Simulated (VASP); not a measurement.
Shape and ions are relaxed at each volume.

Energy against volume of Mg3Sb2 (a-la2o3). Calculation: r2SCAN+rVV10, VASP's PBE PAW potentials (set 64) (plane waves; VASP 6.6.1).

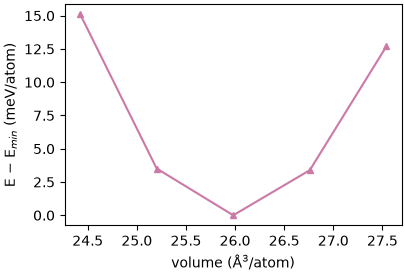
Figure. Energy against volume

### Question
Estimate the equilibrium volume and the bulk modulus.

### Answer
The minimum lies near 26.0 Å³/atom, and the curvature gives B0 of about 47 GPa.

The compound is Mg3Sb2 in the a-la2o3 structure. It was relaxed first.
